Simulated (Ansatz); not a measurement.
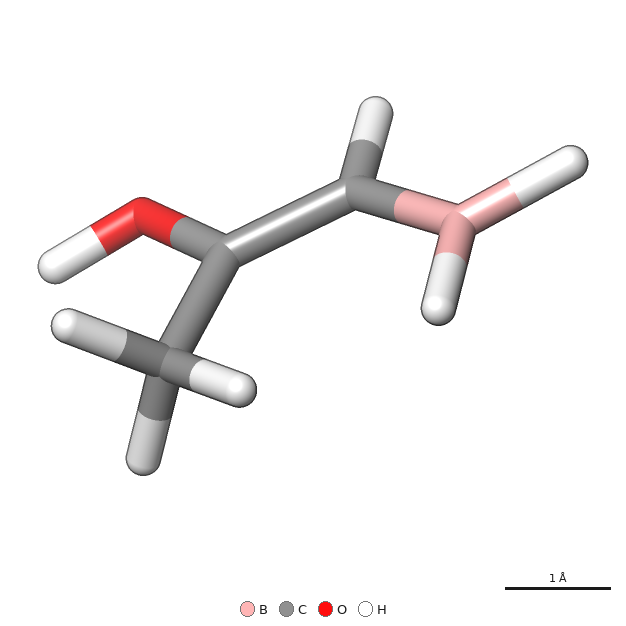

Rendered structure (stick style).

The geometry was computed by an optimisation with PBE0-D4/def2-TZVP. No frequency run is at hand to confirm it as a minimum.

Identify the structure.

Formula C3H7BO. Its SMILES string is `B/C=C(\C)O`. It has no ring. Among its groups: alkene, B–H bond. The point group is Cs. Coordination: 1 B trigonal planar; 2 C trigonal planar; 1 C tetrahedral; 1 O bent.

More results for the same structure follow; atom numbers are the same in all pictures, views and colours differ.

Levels of theory compared

No frequency run is at hand to confirm it as a minimum. Program: Ansatz 0.2.0.

Compare HOMO energy (eV), HOMO–LUMO gap (eV) at these levels: B3LYP-D4/def2-TZVPP; PBE-D4/def2-TZVPP; PBE0-D4/def2-TZVPP; r2SCAN-D4/def2-TZVPP; ωB97M-V/def2-TZVPP; ωB97X-V/def2-TZVPP.

```tsv
level	HOMO energy (eV)	HOMO–LUMO gap (eV)
B3LYP-D4/def2-TZVPP	−6.98	5.38
PBE-D4/def2-TZVPP	−6.15	3.84
PBE0-D4/def2-TZVPP	−7.19	5.80
r2SCAN-D4/def2-TZVPP	−6.31	4.26
ωB97M-V/def2-TZVPP	−9.34	9.90
ωB97X-V/def2-TZVPP	−9.40	10.13
```

Charges

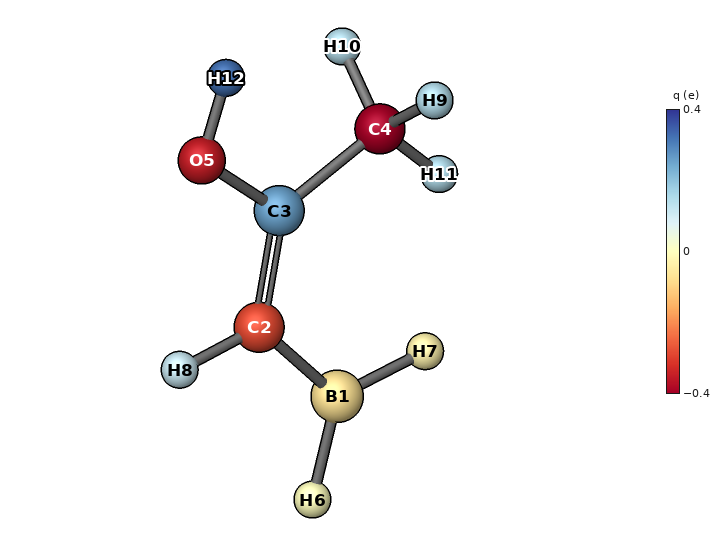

Atoms are coloured by their Mulliken charges. No frequency run is at hand to confirm it as a minimum. Level of theory: RKS PBE0-D4/def2-TZVP (Ansatz 0.2.0).

**Which atom carries the highest charge (most positive or least negative)?**

H12 (0.32 e).

**And the lowest?**

C4 (−0.40 e).

Give the Mulliken charges atom by atom.

```json
{"atom": "B1", "value (e)": "−0.07"}
{"atom": "C2", "value (e)": "−0.28"}
{"atom": "C3", "value (e)": "0.26"}
{"atom": "C4", "value (e)": "−0.40"}
{"atom": "O5", "value (e)": "−0.35"}
{"atom": "H6", "value (e)": "0.00"}
{"atom": "H7", "value (e)": "−0.03"}
{"atom": "H8", "value (e)": "0.11"}
{"atom": "H9", "value (e)": "0.14"}
{"atom": "H10", "value (e)": "0.14"}
{"atom": "H11", "value (e)": "0.15"}
{"atom": "H12", "value (e)": "0.32"}
```

Dipole moment

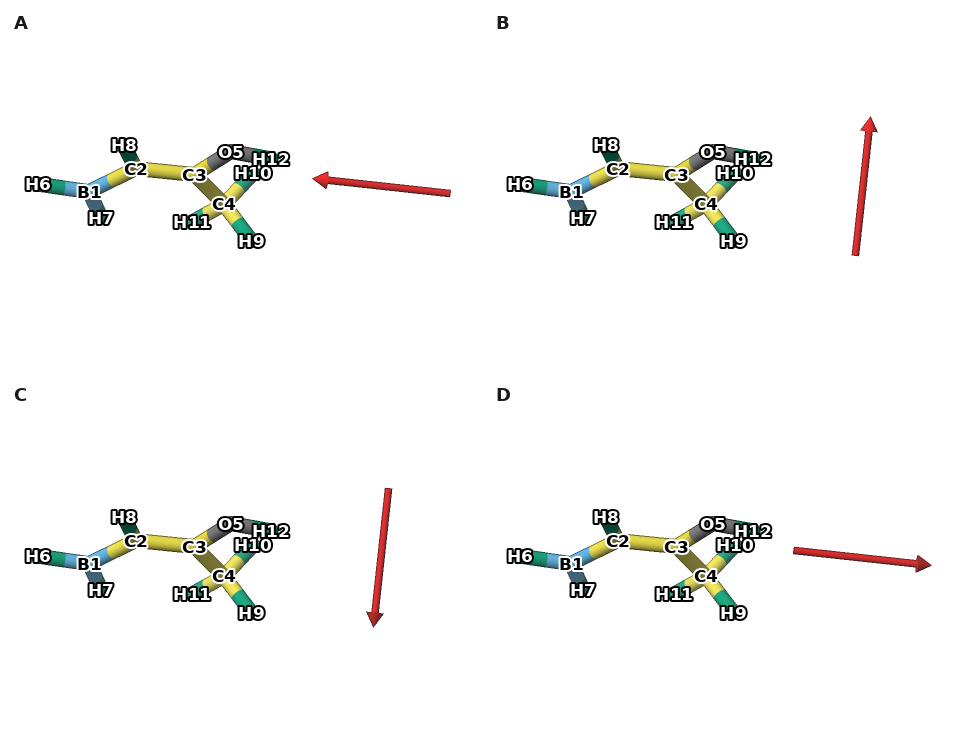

The same molecule four times, each with an arrow. No frequency run is at hand to confirm it as a minimum. Method: RKS ωB97M-V/def2-TZVPP (Ansatz 0.2.0).

**Which arrow points along the dipole moment, from the negative to the positive end?**

D. The dipole moment is 3.72 D; it points from the side of H6 to the side of H9, H10, H12 (the outermost atoms at the two ends).

Mulliken values depend strongly on the basis set and can even reverse the polarity of a bond.
